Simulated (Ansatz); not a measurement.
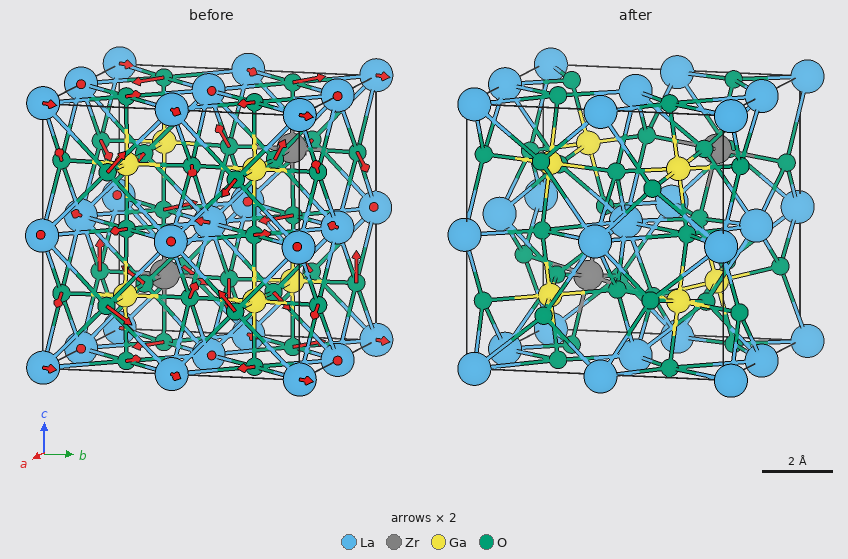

The structure of a defect cell of composition La₈Zr₂Ga₆O₂₄ before (left) and after (right) a relaxation, at one scale. The red arrows give the displacements, 2 times their true length.

The picture is a ball-and-stick view of the cell of the calculation, seen slightly off an axis.

Method: Ansatz, DFT, PBEsol, PAW, plane waves. Set-up: plane-wave cutoff 420 eV; k-point mesh 1 × 1 × 1; mesh shifted by (0.25, 0.25, 0.25); collinear spin; atoms relaxed in a fixed cell; force threshold 0.03 eV/Å; at most 80 steps.

### What changed between the two?

The largest moves, 0.54 Å, are those of O atoms. Largest moves by element: O 0.54 Å, La 0.25 Å, Ga 0.05 Å, Zr 0.04 Å. The cell doesn't change. Some distances before and after: La–O 2.703 → 3.401 Å, La–O 2.751 → 3.401 Å, La–O 2.728 → 3.371 Å, La–O 2.759 → 3.371 Å. Bond angles that change, for instance: Zr–O–Ga 178.0° → 149.0°, Zr–O–Ga 178.9° → 150.5°, Zr–O–Ga 178.2° → 150.5°. After 11 geometry steps the energy has fallen by 3.652 eV per cell of the calculation. The largest force component goes from 4.1 to 0.016 eV/Å. The program noted that the starting moments weren't kept.

Limits of the set-up: the periodic images lie only 7.7 Å apart, so the values are limited by the cell's size.
